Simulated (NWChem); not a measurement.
# CClF3 (SMILES FC(F)(F)Cl): levels of theory compared

Aim: a comparison of 3 runs (HF/def2-SVP, PBE/STO-3G, PBE0/def2-SVP) of CClF3. 

The results are computed with NWChem 7.3.0.

### 1 Starting point

CClF3 has 5 atoms, charge 0, and is taken as a singlet. SMILES: `FC(F)(F)Cl`. Geometry: relaxed at PBE0-D4/def2-TZVP.

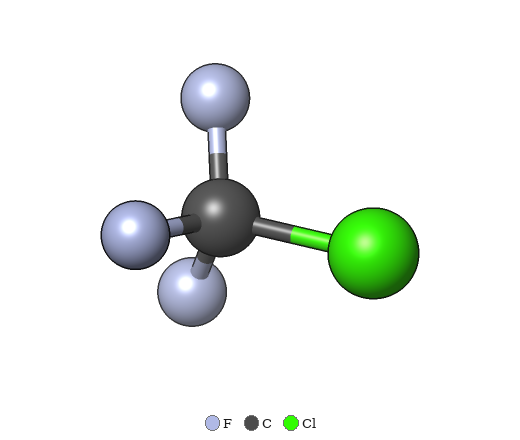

Viewed from a chosen angle; fluorine light blue, carbon dark grey, chlorine green.

### 2 Energy and gradient at HF/def2-SVP (run 1)

Contents of run.py:

```python
from ase import Atoms
from ase.calculators.nwchem import NWChem

molecule = Atoms(['F', 'C', 'F', 'F', 'Cl'], positions=[
    [0.213700, 0.019100, 1.326100],
    [-0.002200, -0.082500, 0.026100],
    [-1.249600, -0.474600, -0.167100],
    [0.811700, -0.999000, -0.468500],
    [0.276300, 1.463300, -0.758000],
])

calc = NWChem(
    label='job',
    theory='scf',
    memory='2200 mb',
    basis='def2-SVP',
    basispar='spherical bse',
    scf={'nopen': '0', 'rhf': None, 'thresh': '1e-08', 'maxiter': '80'},
)
molecule.calc = calc

forces = molecule.get_forces()
print("Total energy (eV):", round(molecule.get_potential_energy(), 6))
print("forces (eV/A):")
for s, f in zip(molecule.symbols, forces):
    print(f"{s:2s} {f[0]:10.5f} {f[1]:10.5f} {f[2]:10.5f}")
print("dipole (e A):", molecule.get_dipole_moment().round(4))
```

Started as:

```bash
$ export ASE_NWCHEM_COMMAND="nwchem PREFIX.nwi > PREFIX.nwo"
$ python run.py
```

Standard output:

```text
Total energy (eV): -21640.267213
forces (eV/A):
F    -0.23366   -0.18970   -1.27064
C    -0.10027   -0.54831    0.27675
F     1.24745    0.30982    0.23968
F    -0.83957    0.84127    0.54482
Cl   -0.07394   -0.41307    0.20944
dipole (e A): [ 0.0186  0.1032 -0.0523]
```

The calculator wrote job.nwi:

```
title "job"

permanent_dir job

scratch_dir job

start job

geometry units angstrom nocenter noautosym noautoz
  F  2.1370000000000000e-01 1.9099999999999999e-02 1.3261000000000001e+00
  C  -2.2000000000000001e-03 -8.2500000000000004e-02 2.6100000000000002e-02
  F  -1.2496000000000000e+00 -4.7460000000000002e-01 -1.6710000000000000e-01
  F  8.1169999999999998e-01 -9.9900000000000000e-01 -4.6850000000000003e-01
  Cl 2.7629999999999999e-01 1.4633000000000000e+00 -7.5800000000000001e-01
end

memory 2200 mb

basis spherical bse noprint
   * library def2-SVP
end

scf
  nopen 0
  rhf
  thresh 1e-08
  maxiter 80
end

task scf gradient
```

job.nwo, cut to the lines that bear on the results:

```text
[...]
      One-electron energy =  -1602.309588335353
[... 1 line left out ...]
 Nuclear repulsion energy =    251.228643374384
[... 43 lines left out ...]
                       ROHF Final Molecular Orbital Analysis
[... 210 lines left out ...]
     1   1 0 0      0.035221      0.000000      5.038198
[...]
  wavefunction    =   RHF
                         RHF ENERGY GRADIENTS
    atom               coordinates                        gradient
                 x          y          z           x          y          z
   1 F       0.403834   0.036094   2.505966    0.004544   0.003689   0.024710
   2 C      -0.004157  -0.155902   0.049322    0.001950   0.010663  -0.005382
   3 F      -2.361402  -0.896864  -0.315773   -0.024259  -0.006025  -0.004661
   4 F       1.533891  -1.887836  -0.885337    0.016327  -0.016360  -0.010595
   5 Cl      0.522131   2.765236  -1.432412    0.001438   0.008033  -0.004073
[...]
```

Wall time 6.6 s (1 thread of Intel Xeon 6975P-C (Granite Rapids), shared host); peak memory 0.099 GiB.

### 3 Energy and gradient at PBE/STO-3G (run 2)

Contents of a.nw:

```
start a
title "CClF3 PBE"
memory total 2200 mb
charge 0

geometry noautosym nocenter noautoz
  F     0.213700    0.019100    1.326100
  C    -0.002200   -0.082500    0.026100
  F    -1.249600   -0.474600   -0.167100
  F     0.811700   -0.999000   -0.468500
  Cl    0.276300    1.463300   -0.758000
end

basis spherical bse
  F library STO-3G
  C library STO-3G
  Cl library STO-3G
end

dft
  xc xpbe96 cpbe96
  grid xfine
  convergence energy 1e-08
  maxiter 100
  mulliken
end

task dft gradient
```

Started as:

```bash
$ nwchem a.nw > a.out
```

Standard output:

```text
[...]
          Wavefunction type:  closed shell.
          No. of atoms     :     5
          No. of electrons :    50
[...]
          Charge           :     0
          Spin multiplicity:     1
[...]
          AO basis - number of functions:    29
[...]
              XC Information
              --------------
          PerdewBurkeErnzerhof Exchange Functional  1.000
            Perdew 1991 LDA Correlation Functional  1.000 local
           PerdewBurkeErnz. Correlation Functional  1.000 non-local
[...]
 d= 0,ls=0.0,diis     1   -787.1003208937 -1.04D+03  1.21D-01  2.14D+00     0.8
[...]
 d= 0,ls=0.0,diis     7   -787.4609533437 -2.38D-09  3.36D-06  7.19D-09     3.5
         Total DFT energy =     -787.460953343697
      One electron energy =    -1594.581624711747
           Coulomb energy =      620.583229682367
    Exchange-Corr. energy =      -64.691201688703
 Nuclear repulsion energy =      251.228643374385
[...]
      Total Density - Mulliken Population Analysis
     ---------------------------------------------
    Atom       Charge   Shell Charges
 -----------   ------   -------------------------------------------------------
    1 F    9     9.05   2.00  1.95  5.10
    2 C    6     5.68   1.99  1.11  2.58
    3 F    9     9.05   2.00  1.95  5.10
    4 F    9     9.05   2.00  1.95  5.10
    5 Cl  17    17.17   2.00  2.00  5.99  1.97  5.21
[...]
  wavefunction    = closed shell
                         DFT ENERGY GRADIENTS
    atom               coordinates                        gradient
                 x          y          z           x          y          z
   1 F       0.403834   0.036094   2.505966   -0.017061  -0.013111  -0.093839
   2 C      -0.004157  -0.155902   0.049322    0.003826   0.021083  -0.010651
   3 F      -2.361402  -0.896864  -0.315773    0.091690   0.023586   0.017176
   4 F       1.533891  -1.887836  -0.885337   -0.061491   0.062550   0.039576
   5 Cl      0.522131   2.765236  -1.432412   -0.016964  -0.094109   0.047738
[...]
```

Wall time 5.4 s (1 thread of Intel Xeon 6975P-C (Granite Rapids), shared host); peak memory 0.12 GiB.

### 4 Energy and forces at PBE0/def2-SVP (run 3)

Contents of job.xyz:

```xyz
5

F      0.213700     0.019100     1.326100
C     -0.002200    -0.082500     0.026100
F     -1.249600    -0.474600    -0.167100
F      0.811700    -0.999000    -0.468500
Cl     0.276300     1.463300    -0.758000
```

Contents of job.nw:

```
start job
memory stack 880 mb heap 220 mb global 1100 mb

geometry units angstrom noautosym nocenter noautoz
 load format xyz job.xyz
end

basis spherical bse
 * library def2-SVP
end

dft
 xc pbe0
 grid xfine
 convergence energy 1e-08
 iterations 100
 mulliken
end

task dft gradient
```

Started as:

```bash
$ nwchem job.nw > job.out
```

Standard output:

```text
[...]
          Wavefunction type:  closed shell.
          No. of atoms     :     5
          No. of electrons :    50
[...]
          Charge           :     0
          Spin multiplicity:     1
[...]
          AO basis - number of functions:    74
[...]
              XC Information
              --------------
                         PBE0 Method XC Functional
                     Hartree-Fock (Exact) Exchange  0.250
          PerdewBurkeErnzerhof Exchange Functional  0.750
            Perdew 1991 LDA Correlation Functional  1.000 local
           PerdewBurkeErnz. Correlation Functional  1.000 non-local
[...]
 d= 0,ls=0.0,diis     1   -796.7420510415 -1.05D+03  2.46D-02  2.02D+00     1.4
[...]
 d= 0,ls=0.0,diis     8   -796.9592017843 -1.60D-09  1.33D-06  2.33D-08    11.1
         Total DFT energy =     -796.959201784309
      One electron energy =    -1602.959420846502
           Coulomb energy =      619.365774738193
    Exchange-Corr. energy =      -64.594199050384
 Nuclear repulsion energy =      251.228643374385
[...]
      Total Density - Mulliken Population Analysis
     ---------------------------------------------
    Atom       Charge   Shell Charges
 -----------   ------   -------------------------------------------------------
    1 F    9     9.15   1.99  1.14  0.77  3.34  1.89  0.01
    2 C    6     5.46   1.99  0.94  0.01  1.86  0.46  0.21
    3 F    9     9.15   1.99  1.14  0.77  3.34  1.89  0.01
    4 F    9     9.15   1.99  1.14  0.77  3.34  1.89  0.01
    5 Cl  17    17.10   2.00  1.99  1.27  0.70  5.93  2.16  3.02  0.03
[...]
  wavefunction    = closed shell
                         DFT ENERGY GRADIENTS
    atom               coordinates                        gradient
                 x          y          z           x          y          z
   1 F       0.403834   0.036094   2.505966    0.000447   0.000139   0.002863
   2 C      -0.004157  -0.155902   0.049322    0.000674   0.003602  -0.001802
   3 F      -2.361402  -0.896864  -0.315773   -0.002751  -0.000936  -0.000381
   4 F       1.533891  -1.887836  -0.885337    0.001766  -0.002094  -0.001042
   5 Cl      0.522131   2.765236  -1.432412   -0.000136  -0.000711   0.000362
[...]
```

Wall time 15 s (1 thread of Intel Xeon 6975P-C (Granite Rapids), shared host); peak memory 0.12 GiB.

### 5 All runs side by side

```tsv
run	level	iteration cap	module	energy (Eh)	dipole moment (D)	HOMO energy (eV)	LUMO energy (eV)	wall time
1	HF/def2-SVP	80	scf	-795.265158	0.56	-13.77	5.67	6.6 s
2	PBE/STO-3G	100	dft	-787.460953	1.71	-5.13	3.27	5.4 s
3	PBE0/def2-SVP	100	dft	-796.959202	0.29	-9.91	0.90	15 s
```

### 6 Outcome

| quantity | value |
| --- | --- |
| run 3: total energy | -796.95920 Eh |
| run 3: dipole moment | 0.29 D |
| run 3: HOMO energy | -9.91 eV |
| run 3: LUMO energy | 0.90 eV |
| run 3: HOMO–LUMO gap | 10.80 eV |
| run 3: largest force on an atom | 0.210 eV/Å |

The dipole moment (its size) runs from 0.29 D (PBE0/def2-SVP) to 1.71 D (PBE/STO-3G). The two ends differ in method and basis. The two dipoles point in opposite directions. The HOMO–LUMO gap runs from 8.40 eV (PBE/STO-3G) to 19.45 eV (HF/def2-SVP). Totals of different functionals can't be ranked against each other. In run 2 the basis is minimal, so the values are rough. All runs together took 27 s, the longest 15 s.
